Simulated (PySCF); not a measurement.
C3HClF, charge +1, SMILES `Fc1c[c+]1Cl`.

Computed with PySCF, 6-311+G** basis, geometry: GFN2-xTB. No frequency check shows the geometry to be a minimum. GFN2-xTB bond lengths at metals and heavier atoms can be off by up to 0.1 Å and shapes distorted, which carries into these values.

Coordinates in Å:

```
F1       2.1159   -0.8074    0.0000
C2       1.1576    0.0124    0.0000
C3       0.7102    1.3055    0.0000
C4      -0.2311    0.2513    0.0000
Cl5     -1.7521   -0.2652    0.0000
H6       0.9215    2.3602    0.0000
```

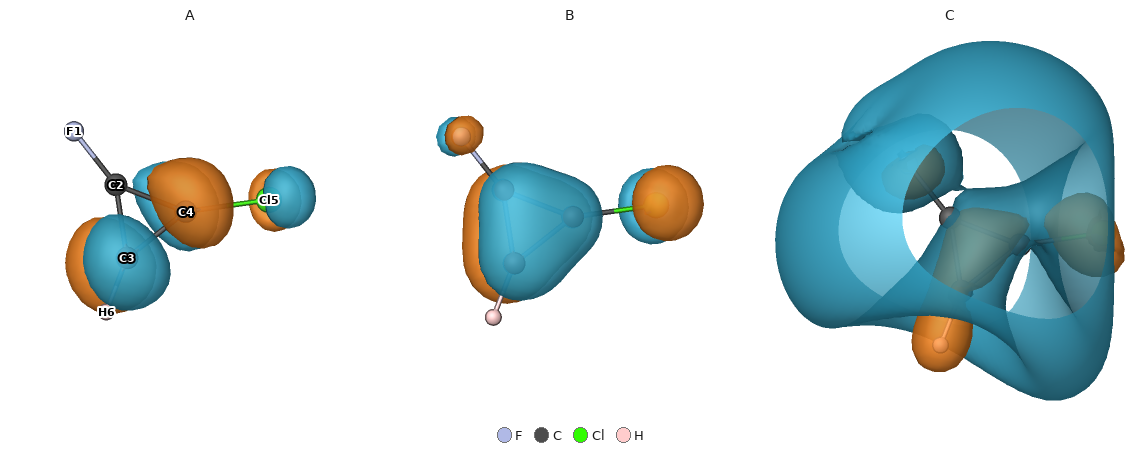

Natural orbitals of the π active space, CASSCF(2,3), triplet state at the geometry of the singlet, in order of falling occupation.

What are the natural occupation numbers?

A 1.00, B 1.00, C 0.00.

Where does the lowest triplet lie relative to the singlet, at this geometry and within this active space?

6.18 eV above it by strongly contracted NEVPT2 (+6.26 eV by CASSCF); a small basis tends to put such gaps a few tenths of an eV too high. This is a vertical energy for π states alone; a state that uses lone pairs or σ orbitals may lie lower.
